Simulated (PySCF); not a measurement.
# C4H5Al, SMILES `[AlH]1C=CC=C1`: electronic structure

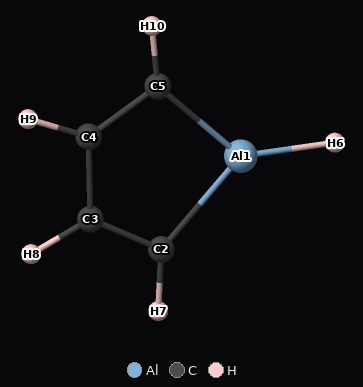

The molecule, with its atoms numbered as below. No frequency check shows the geometry to be a minimum.

Coordinates in Å:

```
Al1     -1.2831    0.0001    0.0000
C2       0.0480    1.4483    0.0000
C3       1.1951    0.7319    0.0000
C4       1.1947   -0.7324    0.0000
C5       0.0471   -1.4482    0.0000
H6      -2.8249    0.0021    0.0000
H7       0.1216    2.5305    0.0000
H8       2.1772    1.1980    0.0000
H9       2.1765   -1.1991    0.0000
H10      0.1202   -2.5304    0.0000
```

### 1. Excited states

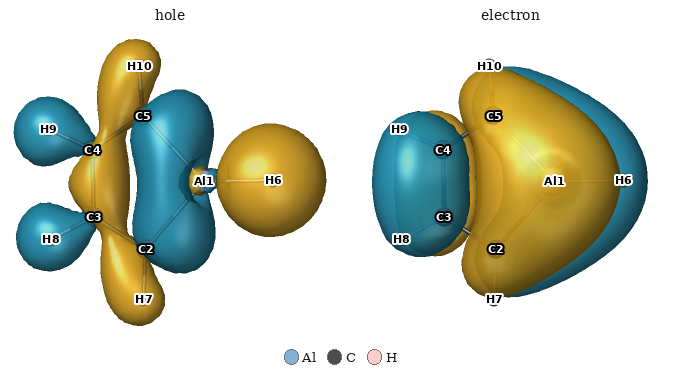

Leading natural transition orbital pair of S₃ (TDA singlet states); the surfaces enclose about 85 % of each orbital's density.

Computed with PySCF, ωB97X/def2-SVPD, geometry: GFN2-xTB.

Where does the state lie, and where do hole and electron sit?

Answer. 4.83 eV (257 nm), f = 0.000 (very weak); the leading pair carries 97 %; hole on Al1 (23 %), H6 (21 %) and C2 and C5 (15 % each), electron on Al1 (44 %) and C2, C3, C4 and C5 (12 % each); their centroids lie 0.3 Å apart. In canonical orbitals it is mainly HOMO−2 → LUMO (96 %). The HOMO–LUMO gap is 8.60 eV.

### 2. Magnetic shielding

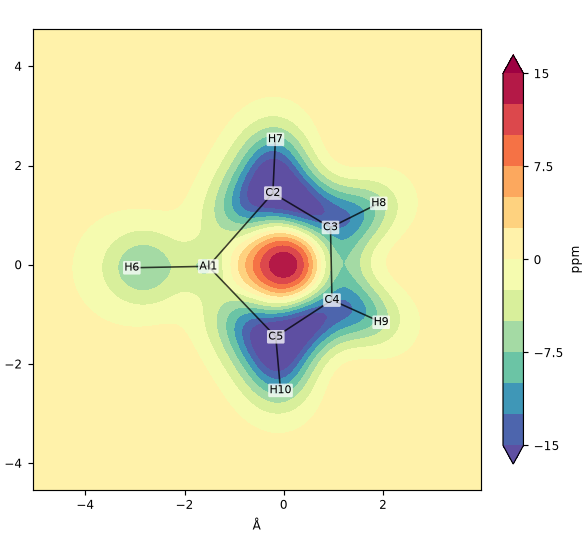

NICSzz (the component normal to the ring) 1.0 Å above the plane of the 5-membered ring Al1/C2/C3/C4/C5; GIAO shieldings; atoms are projected onto the map; negative values mean shielding.

Computed with PySCF, B3LYP/def2-SVPD, geometry: GFN2-xTB.

What does the map say about the ring?

Answer. It is paratropic (antiaromatic): NICS(0) = +8.1, NICS(1) = +3.9, NICS(1)zz = +14.5 ppm.

What absolute proton shieldings does the same calculation give?

Answer. From 24.1 ppm (H8 and H9) to 26.2 ppm (H6).

### 3. The π system

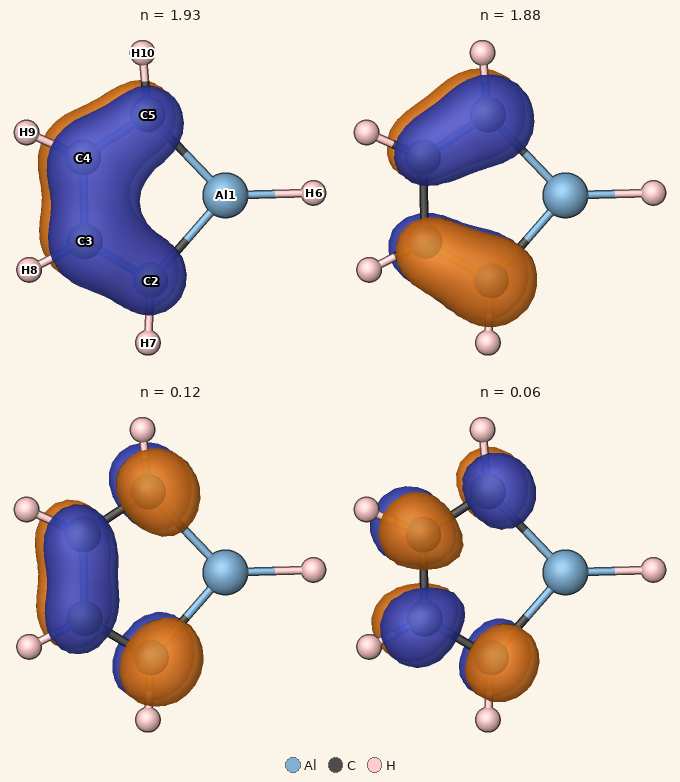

Natural orbitals of the π active space, CASSCF(4,4), singlet state, in order of falling occupation.

Computed with PySCF, 6-31+G* basis, geometry: GFN2-xTB.

How multiconfigurational is the state?

Answer. The leading determinant weighs 0.91; the effective number of unpaired electrons, Σ n²(2−n)², is 0.13; the most occupied of the weakly occupied orbitals holds 0.12 e, as in an ordinary closed-shell π system. The active space lowers the energy by 1.46 eV against Hartree–Fock.

Where does the lowest triplet lie relative to the singlet, at this geometry and within this active space?

Answer. 2.47 eV above it by strongly contracted NEVPT2 (+2.60 eV by CASSCF); a small basis tends to put such gaps a few tenths of an eV too high. This is a vertical energy for π states alone; a state that uses lone pairs or σ orbitals may lie lower.
